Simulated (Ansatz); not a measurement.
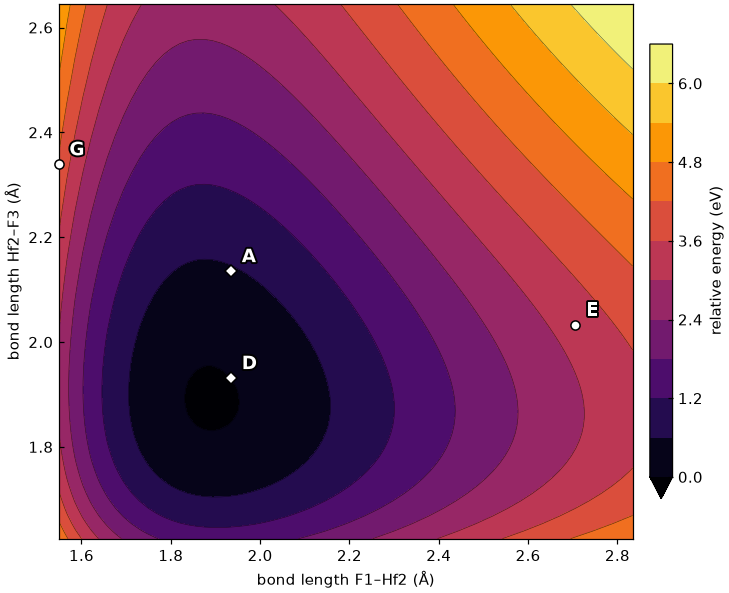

BrF₃Hf, SMILES [F][Hf]([F])([F])[Br]. The first coordinate is: bond length F1–Hf2; the second: bond length Hf2–F3. Nothing is relaxed (all other coordinates rigid). The scan uses an 11 × 11 grid. Points are written as (first, second). Energies are in eV, from the lowest grid point. The reference is spin-restricted, which grows unreliable where a bond is stretched far. All numbers below come from Ansatz 0.2.0, RKS PBE0-D4/def2-TZVP.

In the figure: filled contours, lettered points. Between grid points the surface is interpolated.

Question: What kind of point is each of A, D, E: minimum, saddle, maximum or slope?

Answer: A: on a slope; D: minimum; E: on a slope. (In these two coordinates alone; a stationary point may lie a little off the grid point.)

Question: Rank the lettered points by energy, lowest first.

Answer: D (0.00 eV), A (0.56 eV), E (3.25 eV), G (4.12 eV).
